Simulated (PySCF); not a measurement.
**Run report: C₂H₃F₂GeN, excited-state calculation**

System: C₂H₃F₂GeN.
Method: TDDFT PBE0/def2-TZVPD, vertical, gas phase, core orbitals frozen in the response (PySCF 2.14.0).

The geometry comes from this level: PBE0-D3(BJ)/def2-SVP.

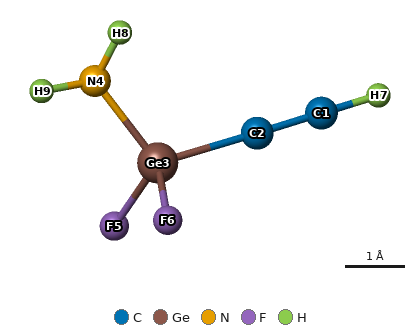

*The input geometry (ball-and-stick view, seen at a tilt; atoms are numbered from 1 in the order of the input). Sticks mark near contacts.*

## Input
```
{"job": {"kind": "uv", "xc": "PBE0", "basis": "def2-TZVPD"}, "charge": 0, "multiplicity": 1}
C      2.182490     1.265054    -0.151317
C      1.254808     0.512548     0.066773
Ge    -0.196919    -0.629613     0.398609
N     -1.616976    -0.222757    -0.604905
F      0.229433    -2.272323     0.105824
F     -0.527777    -0.635858     2.096879
H      3.006506     1.930034    -0.344824
H     -1.795393     0.766252    -0.746625
H     -2.478010    -0.730020    -0.427750
```

The first line tells a small driver script what to run in PySCF; the rest is the geometry in Å.

Command:
```bash
OMP_NUM_THREADS=1 python <driver script> task.json out
```

## Output
```
coarse grid: 40912 points
cycle   1  E = -2408.8506150724  dE =  2.324e-02  |g| = 1.138e+00  |ddm| = 1.476e+01
cycle   2  E = -2408.6215029699  dE =  2.291e-01  |g| = 1.763e+00  |ddm| = 1.889e+00
cycle   3  E = -2409.0246633393  dE = -4.032e-01  |g| = 1.638e-01  |ddm| = 1.135e+00
cycle   4  E = -2409.0285571676  dE = -3.894e-03  |g| = 6.785e-02  |ddm| = 1.461e-01
cycle   5  E = -2409.0291452036  dE = -5.880e-04  |g| = 3.725e-02  |ddm| = 5.301e-02
cycle   6  E = -2409.0294786697  dE = -3.335e-04  |g| = 6.242e-03  |ddm| = 2.323e-02
cycle   7  E = -2409.0294868503  dE = -8.181e-06  |g| = 2.207e-03  |ddm| = 5.637e-03
final grid: 85776 points
cycle   8  E = -2409.0294957011  dE =  1.479e-06  |g| = 3.518e-03  |ddm| = 6.371e-03
cycle   9  E = -2409.0294902770  dE =  5.424e-06  |g| = 6.083e-03  |ddm| = 6.505e-03
cycle  10  E = -2409.0294981849  dE = -7.908e-06  |g| = 8.668e-04  |ddm| = 4.055e-03
cycle  11  E = -2409.0294983731  dE = -1.882e-07  |g| = 9.166e-05  |ddm| = 5.167e-04
cycle  12  E = -2409.0294983749  dE = -1.828e-09  |g| = 1.433e-05  |ddm| = 7.099e-05
cycle  13  E = -2409.0294983750  dE = -2.456e-11  |g| = 5.710e-06  |ddm| = 1.039e-05
```

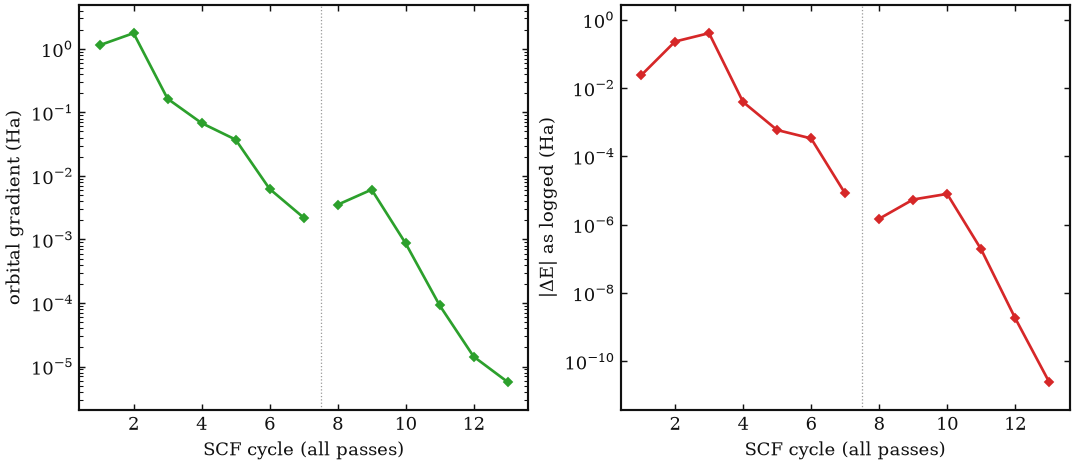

*Convergence of the self-consistent field: orbital gradient and size of the energy change against the SCF cycle. The dotted line marks the change from a coarse to the final integration grid.*

The first 7 cycles use a coarse grid, the final grid takes over at cycle 8, and the field converges after 13 cycles in all.

```
converged SCF energy = -2409.0294983750

Static polarisability (au): isotropic 57.034, principal 46.609 50.903 73.591

Singlet excitations
state   eV       nm        f      main configurations
  1   6.0923    203.5   0.00018   H-1->L 0.60, H-2->L+1 0.21
  2   6.3501    195.2   0.00235   H-1->L+1 0.33, H-2->L 0.26, H-1->L 0.15
  3   6.3768    194.4   0.00177   H-2->L+1 0.46, H-1->L 0.17, H->L+1 0.13
  4   6.7211    184.5   0.02533   H->L 0.38, H->L+2 0.18, H-2->L 0.15
  5   6.8257    181.6   0.02645   H->L+2 0.58, H->L 0.26
  6   6.9819    177.6   0.03839   H->L+1 0.53, H->L+2 0.20, H-2->L+1 0.16
  7   7.7753    159.5   0.03062   H-1->L+2 0.96
  8   7.8006    158.9   0.02580   H-2->L+2 0.95
  9   8.1533    152.1   0.00947   H->L+3 0.73, H->L+4 0.15
 10   8.4094    147.4   0.03257   H-1->L+3 0.96

Triplet excitations (Tamm-Dancoff, eV): 4.8570 5.3533 5.3601 6.1209
```

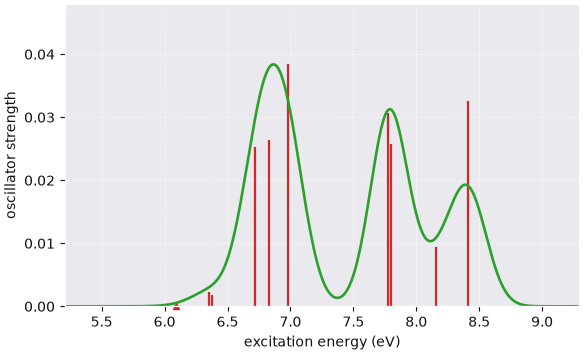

*Computed excitations as sticks (degenerate states added up, dark ones marked on the axis), with a Gaussian envelope of 0.35 eV full width at half maximum, scaled to the tallest.*

Of the 10 states the lowest lies at 6.09 eV (f = 0.000); the strongest line is at 6.98 eV, or 178 nm (f = 0.038).

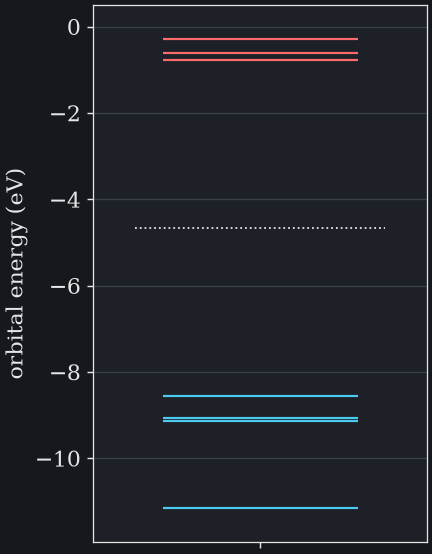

*Orbital energies near the frontier; the dotted line parts filled from empty levels, and levels within 0.02 eV of each other stand side by side.*

Highest filled −8.55 eV, lowest empty −0.77 eV, 7.78 eV apart.

## Summary

```csv
quantity,value
outcome,converged
total energy,−2409.029498 hartree
HOMO,−8.55 eV
LUMO,−0.77 eV
dipole moment,3.41 D
mean polarisability,57.03 a.u.
lowest singlet excitation,6.09 eV
hardware,"1 CPU thread, shared host"
wall time,82 s
peak memory,1.1 GiB
```

## Remarks

Spin–orbit coupling is left out, which matters for the heavy atoms.
